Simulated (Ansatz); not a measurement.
## Geometry relaxation of CH$_{9}$NSn (part 3 of 3)

Continued. System: CH$_{9}$NSn. Method: RKS PBE0-D4/def2-TZVP (Ansatz 0.2.0). The geometry is a transition state displaced along its imaginary mode. The reaction was set up to form Sn1–H8 and N2–H7 and to break Sn1–N2 and H7–H8 (atoms counted from 1 in the order of the input); sticks are drawn by distance alone.

## Trajectory as extended XYZ, continued
```
12
Properties=species:S:1:pos:R:3:forces:R:3 step=24 energy=-8501.73874
Sn   -1.1879    1.0877    0.6794    0.0051  -0.0010  -0.0033
N    -0.0793   -0.5512    0.2221   -0.0196  -0.0138  -0.0003
C     0.0851   -0.8991   -1.1783   -0.0035   0.0000   0.0061
H    -2.7690    1.0012    0.0149   -0.0006  -0.0006  -0.0045
H    -0.3531    2.4083   -0.0033   -0.0026   0.0016   0.0037
H    -1.2555    1.1605    2.3801    0.0011   0.0027   0.0032
H     2.3640   -0.0322    0.8456    0.0415   0.0109   0.0102
H     3.0826    0.1457    0.9762   -0.0409  -0.0123  -0.0122
H    -0.3516   -1.3599    0.7656    0.0135   0.0105  -0.0093
H     0.8263   -1.6980   -1.2861   -0.0013   0.0000   0.0009
H    -0.8336   -1.2269   -1.6876    0.0065   0.0019   0.0031
H     0.4722   -0.0363   -1.7287    0.0007   0.0002   0.0024
12
Properties=species:S:1:pos:R:3:forces:R:3 step=25 energy=-8501.73908
Sn   -1.2092    1.0923    0.6809    0.0067  -0.0120  -0.0040
N    -0.0888   -0.5427    0.2379   -0.0107  -0.0128  -0.0109
C     0.1033   -0.8884   -1.1599   -0.0107   0.0075   0.0122
H    -2.7848    0.9959    0.0049   -0.0004   0.0004  -0.0049
H    -0.3752    2.4145    0.0009   -0.0010   0.0024   0.0017
H    -1.2913    1.1718    2.3810    0.0019  -0.0001   0.0003
H     2.3684   -0.0652    0.8150    0.0911   0.0261   0.0120
H     3.0972    0.1025    0.9057   -0.0915  -0.0261  -0.0143
H    -0.3621   -1.3538    0.7772    0.0083   0.0138  -0.0108
H     0.8508   -1.6831   -1.2546   -0.0034   0.0010   0.0020
H    -0.8042   -1.2208   -1.6866    0.0125   0.0042   0.0099
H     0.4960   -0.0231   -1.7024   -0.0029  -0.0043   0.0068
12
Properties=species:S:1:pos:R:3:forces:R:3 step=26 energy=-8501.73932
Sn   -1.2203    1.0932    0.6812    0.0100  -0.0067   0.0016
N    -0.0930   -0.5394    0.2477   -0.0107  -0.0095  -0.0155
C     0.1140   -0.8825   -1.1484   -0.0094   0.0077   0.0101
H    -2.7929    0.9944   -0.0017    0.0027  -0.0012  -0.0055
H    -0.3834    2.4153    0.0045   -0.0031   0.0031  -0.0011
H    -1.3098    1.1762    2.3807   -0.0010  -0.0013   0.0023
H     2.3666   -0.0774    0.7974    0.0815   0.0218   0.0062
H     3.1003    0.0784    0.8623   -0.0808  -0.0217  -0.0085
H    -0.3688   -1.3518    0.7834    0.0053   0.0098  -0.0079
H     0.8636   -1.6759   -1.2366   -0.0028   0.0006   0.0012
H    -0.7874   -1.2151   -1.6852    0.0118   0.0031   0.0098
H     0.5113   -0.0156   -1.6853   -0.0036  -0.0057   0.0072
12
Properties=species:S:1:pos:R:3:forces:R:3 step=27 energy=-8501.73957
Sn   -1.2308    1.0950    0.6829    0.0038  -0.0065  -0.0006
N    -0.0988   -0.5359    0.2580    0.0003  -0.0009  -0.0166
C     0.1247   -0.8764   -1.1359   -0.0050   0.0073   0.0098
H    -2.7983    0.9924   -0.0114    0.0015  -0.0003  -0.0034
H    -0.3930    2.4181    0.0091   -0.0013   0.0011   0.0015
H    -1.3323    1.1794    2.3817   -0.0006  -0.0007   0.0002
H     2.3663   -0.0872    0.7768    0.0678   0.0143   0.0017
H     3.1051    0.0503    0.8157   -0.0666  -0.0148  -0.0036
H    -0.3762   -1.3498    0.7900   -0.0010   0.0024   0.0012
H     0.8769   -1.6682   -1.2168   -0.0025   0.0012   0.0004
H    -0.7698   -1.2100   -1.6833    0.0061   0.0016   0.0065
H     0.5264   -0.0078   -1.6666   -0.0026  -0.0046   0.0030
12
Properties=species:S:1:pos:R:3:forces:R:3 step=28 energy=-8501.73975
Sn   -1.2417    1.0961    0.6831    0.0055   0.0043   0.0043
N    -0.1021   -0.5310    0.2668    0.0073   0.0037  -0.0158
C     0.1325   -0.8714   -1.1249    0.0006   0.0015   0.0069
H    -2.8024    0.9919   -0.0264    0.0041  -0.0010   0.0011
H    -0.3998    2.4221    0.0197   -0.0029   0.0010  -0.0020
H    -1.3544    1.1796    2.3813   -0.0070  -0.0029  -0.0011
H     2.3691   -0.0960    0.7568    0.0452   0.0075  -0.0002
H     3.1108    0.0249    0.7767   -0.0436  -0.0082  -0.0010
H    -0.3782   -1.3455    0.7979   -0.0062  -0.0068   0.0092
H     0.8878   -1.6608   -1.2000   -0.0023   0.0023  -0.0003
H    -0.7568   -1.2082   -1.6782    0.0001  -0.0004   0.0010
H     0.5352   -0.0018   -1.6529   -0.0007  -0.0010  -0.0022
12
Properties=species:S:1:pos:R:3:forces:R:3 step=29 energy=-8501.73977
Sn   -1.2554    1.1017    0.6850   -0.0351   0.0015   0.0033
N    -0.1037   -0.5194    0.2831    0.0239   0.0144  -0.0082
C     0.1448   -0.8626   -1.1048    0.0077  -0.0096   0.0016
H    -2.8019    0.9902   -0.0550    0.0052  -0.0006  -0.0027
H    -0.4149    2.4367    0.0374    0.0040  -0.0055   0.0136
H    -1.4133    1.1721    2.3810    0.0132   0.0062  -0.0119
H     2.3802   -0.1141    0.7188    0.0553   0.0042  -0.0008
H     3.1266   -0.0239    0.7066   -0.0536  -0.0051   0.0015
H    -0.3773   -1.3337    0.8152   -0.0125  -0.0146   0.0179
H     0.9049   -1.6484   -1.1711   -0.0035   0.0056  -0.0007
H    -0.7377   -1.2059   -1.6645   -0.0068  -0.0011  -0.0044
H     0.5477    0.0072   -1.6317    0.0021   0.0046  -0.0093
12
Properties=species:S:1:pos:R:3:forces:R:3 step=30 energy=-8501.74000
Sn   -1.2593    1.1017    0.6840   -0.0063   0.0036   0.0019
N    -0.1015   -0.5157    0.2822    0.0162   0.0031   0.0038
C     0.1411   -0.8629   -1.1059    0.0027  -0.0069   0.0009
H    -2.7996    0.9854   -0.0673    0.0031   0.0056   0.0047
H    -0.4138    2.4400    0.0505   -0.0029   0.0002  -0.0012
H    -1.4162    1.1732    2.3797   -0.0026  -0.0038  -0.0089
H     2.3883   -0.1157    0.7214    0.0349   0.0028  -0.0019
H     3.1342   -0.0261    0.7091   -0.0346  -0.0036   0.0017
H    -0.3719   -1.3289    0.8182   -0.0047  -0.0073   0.0055
H     0.9027   -1.6470   -1.1734   -0.0024   0.0034   0.0001
H    -0.7434   -1.2101   -1.6602   -0.0037  -0.0002  -0.0025
H     0.5394    0.0060   -1.6382    0.0003   0.0031  -0.0041
12
Properties=species:S:1:pos:R:3:forces:R:3 step=31 energy=-8501.74007
Sn   -1.2575    1.1009    0.6824   -0.0003   0.0097   0.0064
N    -0.0973   -0.5150    0.2800    0.0025   0.0018   0.0010
C     0.1379   -0.8648   -1.1089    0.0011  -0.0066  -0.0030
H    -2.7984    0.9900   -0.0677    0.0013  -0.0034   0.0008
H    -0.4141    2.4418    0.0518    0.0012   0.0006  -0.0023
H    -1.4136    1.1686    2.3780   -0.0036  -0.0025  -0.0015
H     2.3907   -0.1143    0.7266    0.0088   0.0006  -0.0014
H     3.1355   -0.0214    0.7213   -0.0082  -0.0011   0.0010
H    -0.3660   -1.3274    0.8186   -0.0013  -0.0016  -0.0006
H     0.8994   -1.6487   -1.1791   -0.0011   0.0015   0.0002
H    -0.7496   -1.2133   -1.6578    0.0003   0.0002  -0.0002
H     0.5330    0.0032   -1.6452   -0.0008   0.0010  -0.0003
12
Properties=species:S:1:pos:R:3:forces:R:3 step=32 energy=-8501.74010
Sn   -1.2590    1.1023    0.6822    0.0000   0.0037   0.0045
N    -0.0957   -0.5120    0.2812    0.0008   0.0003   0.0039
C     0.1375   -0.8640   -1.1075    0.0004  -0.0058  -0.0036
H    -2.7968    0.9885   -0.0739    0.0015  -0.0008   0.0002
H    -0.4150    2.4452    0.0565   -0.0009   0.0004  -0.0006
H    -1.4225    1.1656    2.3772   -0.0018  -0.0001  -0.0017
H     2.3949   -0.1169    0.7228   -0.0013  -0.0003  -0.0008
H     3.1398   -0.0268    0.7175    0.0016  -0.0001   0.0005
H    -0.3629   -1.3237    0.8218    0.0004   0.0008  -0.0033
H     0.8999   -1.6470   -1.1776   -0.0006   0.0008   0.0001
H    -0.7506   -1.2148   -1.6541    0.0009   0.0005   0.0002
H     0.5304    0.0034   -1.6462   -0.0011   0.0004   0.0006
12
Properties=species:S:1:pos:R:3:forces:R:3 step=33 energy=-8501.74012
Sn   -1.2619    1.1038    0.6823   -0.0016   0.0014   0.0006
N    -0.0939   -0.5080    0.2836   -0.0009   0.0002   0.0082
C     0.1379   -0.8628   -1.1046   -0.0005  -0.0040  -0.0051
H    -2.7948    0.9873   -0.0834    0.0018   0.0000   0.0011
H    -0.4182    2.4502    0.0639   -0.0007  -0.0008   0.0007
H    -1.4360    1.1632    2.3766    0.0004  -0.0002  -0.0030
H     2.4006   -0.1214    0.7158   -0.0067  -0.0006   0.0001
H     3.1459   -0.0366    0.7088    0.0067   0.0004   0.0000
H    -0.3589   -1.3191    0.8263    0.0016   0.0026  -0.0051
H     0.9019   -1.6443   -1.1741   -0.0002   0.0005   0.0003
H    -0.7503   -1.2168   -1.6491    0.0013   0.0009   0.0008
H     0.5280    0.0043   -1.6461   -0.0012  -0.0003   0.0013
12
Properties=species:S:1:pos:R:3:forces:R:3 step=34 energy=-8501.74012
Sn   -1.2622    1.1040    0.6822   -0.0013   0.0006   0.0008
N    -0.0936   -0.5074    0.2838   -0.0008   0.0007   0.0068
C     0.1379   -0.8627   -1.1044   -0.0003  -0.0033  -0.0047
H    -2.7947    0.9870   -0.0843    0.0014   0.0002   0.0006
H    -0.4187    2.4510    0.0647   -0.0007  -0.0008   0.0003
H    -1.4374    1.1629    2.3763    0.0004   0.0000  -0.0019
H     2.4011   -0.1219    0.7152   -0.0053  -0.0005   0.0002
H     3.1466   -0.0381    0.7080    0.0053   0.0003   0.0000
H    -0.3583   -1.3184    0.8268    0.0012   0.0020  -0.0042
H     0.9022   -1.6438   -1.1738   -0.0001   0.0004   0.0003
H    -0.7503   -1.2172   -1.6484    0.0011   0.0007   0.0008
H     0.5275    0.0044   -1.6463   -0.0010  -0.0004   0.0010
12
Properties=species:S:1:pos:R:3:forces:R:3 step=35 energy=-8501.74012
Sn   -1.2630    1.1044    0.6820    0.0007  -0.0008  -0.0006
N    -0.0927   -0.5060    0.2842   -0.0005   0.0018   0.0023
C     0.1379   -0.8622   -1.1039    0.0001  -0.0007  -0.0030
H    -2.7944    0.9863   -0.0861   -0.0006  -0.0001  -0.0002
H    -0.4203    2.4524    0.0659    0.0002   0.0001  -0.0002
H    -1.4396    1.1624    2.3757   -0.0001   0.0003   0.0011
H     2.4020   -0.1233    0.7145    0.0002  -0.0001   0.0001
H     3.1479   -0.0418    0.7070   -0.0001  -0.0002   0.0001
H    -0.3563   -1.3169    0.8277    0.0000  -0.0003  -0.0009
H     0.9031   -1.6424   -1.1734    0.0001   0.0002   0.0003
H    -0.7504   -1.2181   -1.6468    0.0004   0.0002   0.0007
H     0.5259    0.0049   -1.6469   -0.0003  -0.0004   0.0002
```

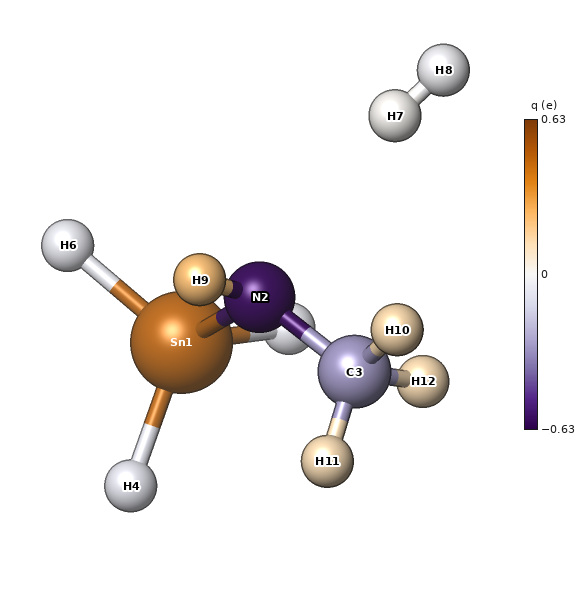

**Figure 1.** Mulliken charges, as the colour of each atom (ball-and-stick view, seen at a tilt; atoms are numbered from 1 in the order of the input). By element: Sn +0.48, N −0.60, C −0.29 and H −0.07 to +0.22 e.

This output came from the following input.

## Input
```yaml
crystal:
  periodic: [false, false, false]
  atoms:
    - {symbol: Sn, position_ang: [-0.647642, 1.119020, 0.819222]}
    - {symbol: N, position_ang: [0.108717, -0.736151, 0.147033]}
    - {symbol: C, position_ang: [0.134054, -0.978021, -1.278681]}
    - {symbol: H, position_ang: [-2.260638, 0.869956, 0.369260]}
    - {symbol: H, position_ang: [-0.039212, 2.457212, -0.064506]}
    - {symbol: H, position_ang: [-0.578289, 1.333761, 2.524449]}
    - {symbol: H, position_ang: [1.354834, 0.006170, 0.777576]}
    - {symbol: H, position_ang: [1.664667, 0.580642, 1.056069]}
    - {symbol: H, position_ang: [-0.223476, -1.541498, 0.665135]}
    - {symbol: H, position_ang: [0.632495, -1.926864, -1.513637]}
    - {symbol: H, position_ang: [-0.863044, -0.996948, -1.730506]}
    - {symbol: H, position_ang: [0.717635, -0.187480, -1.771412]}
basis:
  gaussian: {orbitals: def2-TZVP}
hamiltonian: {xc: pbe0, dispersion: d4}
relax: {f_tol: 0.005, max_steps: 200}
```

Command:
```bash
ansatz run in.yaml --threads 4 --pin off --events-out ev --progress --plain --max-ram 9574MiB
```

## Summary

```tsv
quantity	value
outcome	converged
total energy	−8501.7402 eV
mean-field energy	−8501.5702 eV
dispersion energy	−0.1699 eV
SCF solution under orbital rotations	stable
largest force (length of the vector) at the end	0.003 eV/Å
dipole moment	1.05 D
hardware	4 threads of Arm Neoverse V2, 23 GiB of memory available, shared host
wall time	86 s (CPU time 5.3 min)
peak memory	0.39 GiB
```
